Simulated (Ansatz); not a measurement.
Base system: CuI in the zinc blende structure (space group F-43m, No. 216; a = 5.939 Å).

The change: cell and atoms relaxed at a pressure of 2.1 GPa.

Computed with plane-wave PAW DFT at the PBEsol level (Ansatz, a quantum-chemistry and plane-wave program, 420 eV), without spin-orbit coupling.

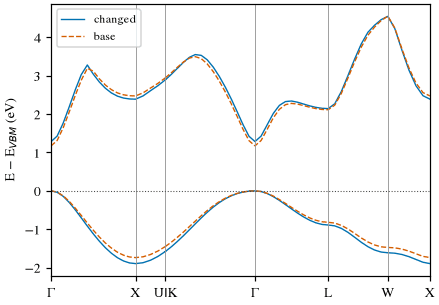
Highest valence and lowest conduction band along the path, each from its own valence-band maximum

The gap is 1.29 eV, direct at Γ; the base has 1.17 eV.

Spin-orbit coupling, missing from the scalar runs, can matter with I. Load acts through the strain it causes; cell and atoms are relaxed under it. No phonon test of stability was made. Tetrahedral semiconductors of this kind turn to denser phases somewhere between about 1 and 50 GPa; those were not computed, so compressed cells here can lie past the real transition. The final runs are not spin-polarised.
